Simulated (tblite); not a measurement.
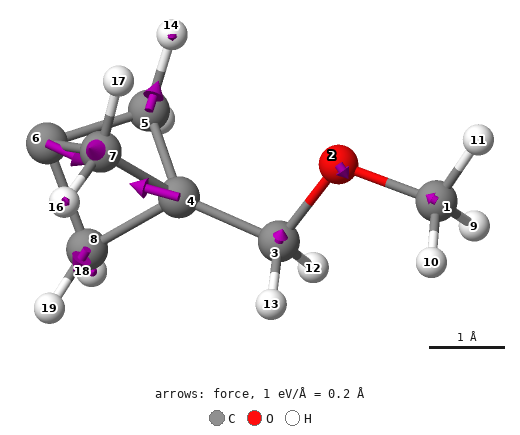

Starting geometry of C7H11O (multiplicity 2) with the computed forces as purple arrows. A ball-and-stick model, seen at a tilt.

The calculation used tblite, GFN2-xTB geometry optimisation, gas phase. 

Is this structure relaxed? If not, where do the atoms go?

It isn't relaxed: the largest force vector, on a C atom, is 3.60 eV/Å. The final displacements follow the starting forces only in part (cosine between the two patterns 0.55). The largest move after the best rigid fit is that of an H atom, 0.11 Å. By element the largest moves are H 0.11 Å, C 0.10 Å, O 0.05 Å. Some distances before and after: C–O 1.436 → 1.403 Å, C–C 1.490 → 1.515 Å, C–H 1.107 → 1.084 Å, C–C 1.552 → 1.536 Å. Among the angles between lasting bonds that change: C–C–C 78.7° → 70.4°, C–C–C 78.4° → 70.4°, C–C–C 83.4° → 90.0°. After 41 geometry steps the energy has fallen by 55.0 kJ/mol.
